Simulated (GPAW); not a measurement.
# Quasiparticle gap of AlH3 (R-3c) in GPAW, part 2 of 2

Aim: the G0W0 gap of AlH3 (R-3c) on LDA, step by step.

GPAW 26.7.0; LDA and many-body steps on it, plane waves. Known limits of the many-body steps: not at the basis limit.

So far. Step 3 (Bands along the symmetry lines): The gap is 1.943 eV, −0.013 eV from the run before at this level. Step 4 (Empty states on the mesh, 4×4×4 mesh, 90 bands): On this mesh the gap is 1.959 eV.

**5. Screening and self-energy, 4×4×4 mesh, 80 bands, screening to 65 eV**

G0W0 replaces the xc potential by the self-energy, built once from these orbitals. Only a window of levels is corrected, while the sums run over the empty bands that the input names.

This step: G0W0 on LDA, plane waves, PAW.

The input, run.py:

```python
import json
import numpy as np
from gpaw.mpi import world
from gpaw.response.g0w0 import G0W0

gw = G0W0('full.gpw',
    filename='gw',
    kpts=[0, 4],
    bands=(4, 8),
    ecut=65,
    nbands=80,
    integrate_gamma='WS',
    ppa=True)
gw.calculate()
res = {mode: {k: v for k, v in r.items() if k != 'sigma_eskwn'}
       for mode, r in gw.all_results.items()}

if world.rank == 0:
    with open('result.json', 'w') as f:
        json.dump(res, f, default=lambda x: x.tolist())
```

Launch:

```console
$ mpirun -n 4 gpaw python run.py
```

Numbers of over 12 decimals in the logs are rounded to 6 here.

What it wrote:

```text
Using integrator: PointIntegrator
FrequencyGridDescriptor(from 0.000+0.000j to 0.000+27.211j eV, 2 points)
Nonperiodic BCs:  [False False False]
Using integrator: PointIntegrator
FrequencyGridDescriptor(from 0.000+0.000j to 0.000+27.211j eV, 2 points)
Nonperiodic BCs:  [False False False]
  ___  _ _ _
 |   || | | |
 | | || | | |
 |__ ||_____|
 |___|

BZ k-points: Symmetries present (total): 6

  [... matrices ...]
64 k-points: 4 x 4 x 4 Monkhorst-Pack grid + [1/8,1/8,1/8]
14 k-points in the irreducible part of the Brillouin zone
       k-points in crystal coordinates                weights
   0:     0.00000000    0.00000000    0.00000000          1/64
   1:     0.25000000    0.00000000   -0.25000000          6/64
   2:     0.25000000    0.00000000    0.00000000          6/64
   3:     0.25000000    0.25000000   -0.25000000          6/64
   4:     0.25000000    0.25000000    0.00000000          6/64
   5:     0.25000000    0.25000000    0.25000000          2/64
   6:     0.50000000    0.00000000    0.00000000          3/64
   7:     0.50000000    0.00000000    0.25000000          6/64
   8:     0.50000000    0.25000000   -0.25000000          6/64
   9:     0.50000000    0.25000000    0.00000000          6/64
          ...
  13:     0.50000000    0.50000000    0.50000000          1/64

Distributing spins, k-points and bands (1 x 2 x 4) over 4 processes
Number of blocks: 1

Quasi particle states:
k-points (IBZ indices): [0, 4]
Band range: (4, 8)
  [... matrices ...]
Computational parameters:
Plane wave cut-off: 65 eV
Number of bands: 80
Coulomb cutoff: None
Broadening: 0.1 eV

fxc modes: GW
Kernel: RPA
Using Godby-Needs plasmon-pole approximation:
  Fitting energy: i*E0, E0 = 1.000 Hartree
Summing all q:

Calculating screened Coulomb potential
No Coulomb truncation
FrequencyGridDescriptor(from 0.000+0.000j to 0.000+27.211j eV, 2 points)
Removing empty qpoint cache files...

Calculating chi0 body with:
    Ground state adapter containing:
    Number of spins: 1
    Number of kpoints: 64
    Number of irreducible kpoints: 14
    Number of completely occupied states: 6
    Number of partially occupied states: 6
    Occupied states memory: 1.802032 M / cpu

    Linear response parametrization:
    q_c: [0.0, 0.0, 0.0]
    Number of frequency points: 2
    Planewave cutoff: 65.0
    Number of bands: 80
    Number of planewaves: 71
    Broadening (eta): 1e-06
    comm.size: 4
    kncomm.size: 4
    blockcomm.size: 1

    Memory estimate of potentially large arrays:
        chi0_wGG: 0.153839 M / cpu
Integrating chi0 body.

Symmetries of q_c:
    Direct symmetries (Uq -> q): 6
    Indirect symmetries (TUq -> q): 0
In total 6 allowed symmetries.

  [... matrices ...]
14 groups of equivalent kpoints. 78.125% reduction.

Integral kind: response function
Integrating chi0 head and wings.

Symmetries of q_c:
    Direct symmetries (Uq -> q): 6
    Indirect symmetries (TUq -> q): 0
In total 6 allowed symmetries.

  [... matrices ...]
14 groups of equivalent kpoints. 78.125% reduction.

Integral kind: response function wings

Calculating chi0 body with:
    Ground state adapter containing:
    Number of spins: 1
    Number of kpoints: 64
    Number of irreducible kpoints: 14
    Number of completely occupied states: 6
    Number of partially occupied states: 6
    Occupied states memory: 1.802032 M / cpu

[... the further q-points ...]

Results:
f:      Occupation numbers
eps:     KS-eigenvalues [eV]
vxc:     KS vxc [eV]
exx:     Exact exchange [eV]
sigma:   Self-energies [eV]
dsigma:  Self-energy derivatives
Z:       Renormalization factors
qp:      QP-energies [eV]

k-point 0 (0): (0.000, 0.000, 0.000)                GW
band       f     eps     vxc     exx   sigma  dsigma       Z      qp
                                                                   GW
   4   1.000   0.511 -11.891 -15.286   2.169  -0.266   0.790  -0.458
   5   1.000   0.511 -11.891 -15.286   2.169  -0.266   0.790  -0.458
   6   0.000   2.518 -12.899  -8.374  -3.115  -0.236   0.809   3.659
   7   0.000   6.178  -8.528  -3.651  -3.879  -0.220   0.820   6.995

k-point 1 (4): (0.250, 0.250, 0.000)                GW
band       f     eps     vxc     exx   sigma  dsigma       Z      qp
                                                                   GW
   4   1.000  -1.386 -11.657 -15.511   2.539  -0.288   0.777  -2.408
   5   1.000   0.559 -11.704 -14.965   2.076  -0.264   0.791  -0.378
   6   0.000   4.706 -12.820  -8.074  -3.383  -0.246   0.802   5.801
   7   0.000   6.043  -8.873  -4.155  -3.751  -0.224   0.817   6.833
```

Run time: 43 s. Hardware: 4 MPI ranks of Arm Neoverse V2, shared host; peak memory 1 GiB; 2.9 min of CPU time.

This step gave:

- G0W0 gap on the points computed: 4.037 eV
- least direct G0W0 gap on the computed points: 4.117 eV
- Z at the valence top: 0.7912
- Z at the conduction bottom: 0.8088
- starting gap on the mesh: 1.959 eV
- k of the valence top: 0.25, 0.25, 0
- k of the conduction bottom: 0, 0, 0

The gap on the mesh goes from 1.96 eV to 4.04 eV, a correction of +2.08 eV.

Limits: finite bands, cutoff and mesh. v1 is the top filled band, c1 the lowest empty one. Levels before and after the correction, in eV, zero at the valence-band top of each column:

```csv
,conduction bottom,valence top
Kohn-Sham,1.96,0.00
G0W0,4.04,0.00
```

```csv
,level,energy (eV)
Kohn-Sham,Γ v2-v1,-0.049
Kohn-Sham,Γ c1,1.959
Kohn-Sham,Γ c2,5.618
Kohn-Sham,(0.25 0.25 0) v2,-1.946
Kohn-Sham,(0.25 0.25 0) v1,0.000
Kohn-Sham,(0.25 0.25 0) c1,4.147
Kohn-Sham,(0.25 0.25 0) c2,5.484
G0W0,Γ v2-v1,-0.080
G0W0,Γ c1,4.037
G0W0,Γ c2,7.374
G0W0,(0.25 0.25 0) v2,-2.030
G0W0,(0.25 0.25 0) v1,0.000
G0W0,(0.25 0.25 0) c1,6.179
G0W0,(0.25 0.25 0) c2,7.211
```

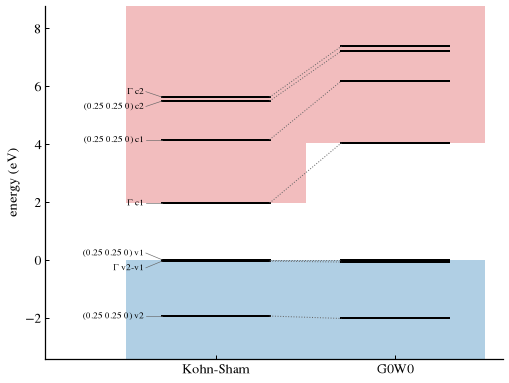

Levels before and after the correction. Shaded: valence and conduction bands.

**6. Where the time went**

Times are wall times on 4 MPI ranks of Arm Neoverse V2, shared host, good to a factor of about two.

```csv
step,time,share,memory (GiB)
ground state,8.4 s,10 %,0.71
bands along the symmetry lines,8.6 s,10 %,0.76
empty states on the mesh,26 s,30 %,0.8
screening and self-energy,43 s,50 %,1.0
```

**7. Summary of results**

```json
{"LDA gap": "1.94 eV, indirect", "G0W0 gap on the mesh": "4.04 eV", "GW settings": "4×4×4 mesh, 80 bands, screening to 65 eV, Godby-Needs plasmon pole", "known limits": "not at the basis limit"}
```

G0W0 moves the gap on the mesh from 1.96 eV to 4.04 eV (+2.08 eV), with Z of 0.79 and 0.81 at the edges. Only 2 of the mesh's irreducible points were corrected, so a valley elsewhere could overtake. The dearest step here is «screening and self-energy». Bands and cutoff are finite, so the gap is not at the basis limit. The miss can reach some tenths of an eV and take either sign; the mesh is an error of its own. These stock PAW sets were not made for GW. In the G0W0 run levels were corrected at 2 k points alone, so a gap called «on the mesh» is the least over those, and an edge elsewhere would be missed.

[Paths, hosts, dates, memory and timing lines, banners, echoed tables and standing remarks are left out of the program output.]

[Logs are printed without paths, hosts, clocks, repeated set-up lines and the standing remarks that a program may print on its own settings, such as how far it seeks lower states.]

[Runs of the session that timed out or met a known fault of the program may be left out.]

[Hosts, paths, dates, database ids (printed as entryN), source tags and the programs' standing remarks are cut or masked in the printed files.]
